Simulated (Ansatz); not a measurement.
SiH5Cl: several calculations on one system

**1. Relaxation**

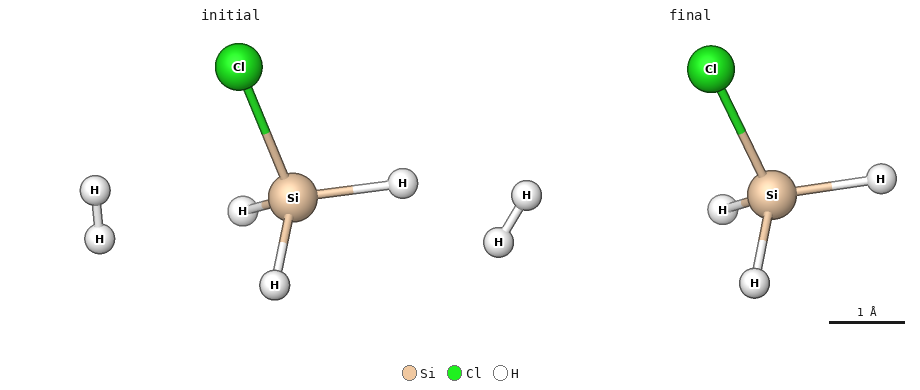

The structure of SiH₅Cl before (left) and after (right) a relaxation, at one scale.

The picture is a ball-and-stick view, seen at a tilt.

The run prepares an end point of a later path (reaction) calculation, from a guessed geometry.

These are results of RKS revPBE-D4/def2-SVP in Ansatz 0.2.0, not measurements.

The input:
```yaml
crystal:
  periodic: [false, false, false]
  atoms:
    - { symbol: Si, position_ang: [0.236521, 0.0, 0.036851] }
    - { symbol: Cl, position_ang: [0.396668, 0.0, 2.148117] }
    - { symbol: H, position_ang: [1.639461, 0.0, -0.507047] }
    - { symbol: H, position_ang: [-0.482961, 1.239331, -0.411749] }
    - { symbol: H, position_ang: [-0.482961, -1.239331, -0.411749] }
    - { symbol: H, position_ang: [-2.329, 0.0, 0.774993] }
    - { symbol: H, position_ang: [-2.084427, 0.0, 1.453284] }
basis:
  gaussian: { orbitals: def2-SVP }
hamiltonian:
  xc: revpbe
  dispersion: d4
relax:
  f_tol: 0.03
  max_steps: 50
```

Run as
```bash
ansatz run input.yaml --threads 1 --pin off --max-ram 2048MiB --backend cpu --events-out ev --progress --plain --runs-dir out
```

Question: Describe what moved and what it gained.

Answer: Over 8 accepted moves (9 points after the start) the energy falls by 3.72 kcal/mol. The largest force component goes from 1.6 to 0.029 eV/Å. The line search rejected the trial step at point 3 of the run. The forces were under the threshold at step 5, but the run went on from there. The largest move after the best rigid fit is that of H6, 0.84 Å. Largest moves by element: H 0.84 Å, Si 0.26 Å, Cl 0.17 Å. Among the contacts that change: H6–H7 0.721 → 0.765 Å, Si1–Cl2 2.117 → 2.090 Å, Si1–H3 1.505 → 1.500 Å. Cost: 14 s on 1 thread of Arm Neoverse V1, on a shared host, peak memory 0.086 GiB.

Limits of the set-up: the start holds two separate molecules, 2.5 Å apart at their closest, whose relative position is a soft coordinate.

**2. Relaxation**

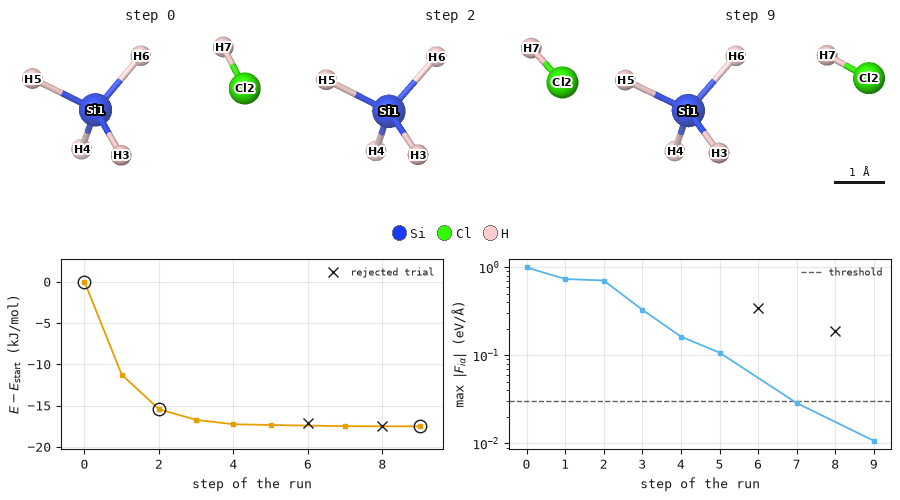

Frames of a relaxation of SiH$_{5}$Cl, marked on the history of the run. The picture is a ball-and-stick view, seen from a free direction.

The run prepares an end point of a later path (reaction) calculation, from a guessed geometry.

Computed with RKS revPBE-D4/def2-SVP in Ansatz.

Input file:
```yaml
crystal:
  periodic: [false, false, false]
  atoms:
    - { symbol: Si, position_ang: [-0.394901, 0.0, -0.414632] }
    - { symbol: Cl, position_ang: [0.082265, 0.0, 2.896772] }
    - { symbol: H, position_ang: [0.974938, 0.0, 0.180237] }
    - { symbol: H, position_ang: [-0.557016, 1.227282, -1.270322] }
    - { symbol: H, position_ang: [-0.557016, -1.227282, -1.270322] }
    - { symbol: H, position_ang: [-1.498811, 0.0, 0.564912] }
    - { symbol: H, position_ang: [-1.156159, 0.0, 2.396055] }
basis:
  gaussian: { orbitals: def2-SVP }
hamiltonian:
  xc: revpbe
  dispersion: d4
relax:
  f_tol: 0.03
  max_steps: 50
```

Command:
```bash
ansatz run input.yaml --threads 1 --pin off --max-ram 2048MiB --backend cpu --events-out ev --progress --plain --runs-dir out
```

Describe the path.

Answer. The atom that moves furthest after the best rigid fit is Cl2 (0.54 Å). Largest moves by element: Cl 0.54 Å, H 0.26 Å, Si 0.16 Å. Some distances before and after: Cl2–H7 1.336 → 1.298 Å, Si1–H6 1.476 → 1.508 Å, Si1–H3 1.493 → 1.500 Å. Among the angles between lasting bonds that change: H3–Si1–H6 114.9° → 109.1°. After 7 accepted moves (9 points after the start) the energy has fallen by 17.5 kJ/mol. Largest force component: 1 eV/Å at the start, 0.011 eV/Å at the end. The line search rejected the trial steps at points 6, 8 of the run. The forces were under the threshold at step 7, but the run went on from there. The run took 12 s on 1 thread of Arm Neoverse V1, on a shared host, peak memory 0.086 GiB. From step 0 to 2: Cl2 moves most (0.39 Å), energy −15.4 kJ/mol. From step 2 to 9: H7 moves most (0.18 Å), energy −2.08 kJ/mol.

**3. Path**

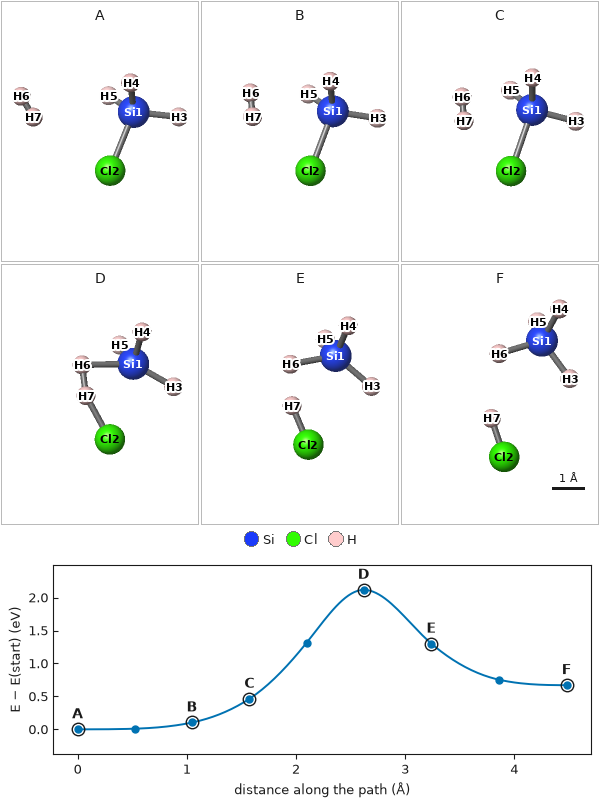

A nudged-elastic-band calculation for SiH₅Cl, made up at the start of SiH3Cl and H2. Images are numbered from 0 (start) to 8 (end). Frames A to F are images 0, 2, 3, 5, 6, 8. Style: ball-and-stick. Shown at a tilt.

Computed with Ansatz, RKS revPBE-D4/def2-SVP. Run with 7 movable images; climbing image; force threshold 0.05 eV/Å; iteration limit 60; starting path through a guess of the saddle point.

What happens along the path, and what is the barrier?

Breaking: H6–H7 (0.77 → 1.00 at the top → 2.12 Å), Si1–Cl2 (2.09 → 2.60 at the top → 4.02 Å). Forming: Cl2–H7 (3.02 → 1.59 at the top → 1.30 Å), Si1–H6 (3.76 → 1.71 at the top → 1.51 Å). The highest point, image 5, lies 2.12 eV above the start and 1.45 eV above the end; the end is at +0.67 eV relative to the start. The band converged in 13 iterations. The largest component of the band force went from 4.9 to 0.045 eV/Å. The climbing image converged on the top of the path. Its vibrational analysis gives 2 imaginary modes over 30i cm⁻¹, so it isn't confirmed as a transition state.

Limits of the set-up: the start holds two separate molecules, 3.0 Å apart at their closest, whose relative position is a soft coordinate.

The run took 110 s on 1 thread of Arm Neoverse V1, on a shared host, peak memory 0.086 GiB.
